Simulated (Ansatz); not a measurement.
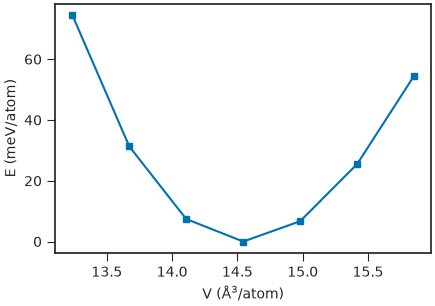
Fig. 1. YN (rock salt, Fm-3m) under volume change, the program Ansatz at the HSE06 level (PAW), scaled uniformly.

**Question.** What does a third-order Birch–Murnaghan fit give for V₀, B₀ and B′?

**Answer.** V₀ = 14.54 Å³/atom, B₀ = 172 GPa, B′ = 4.2.

The cell was relaxed with HSE06 under the symmetry of its start. The run is not spin-polarised.

Potentials: the later of the program's two PAW sets.
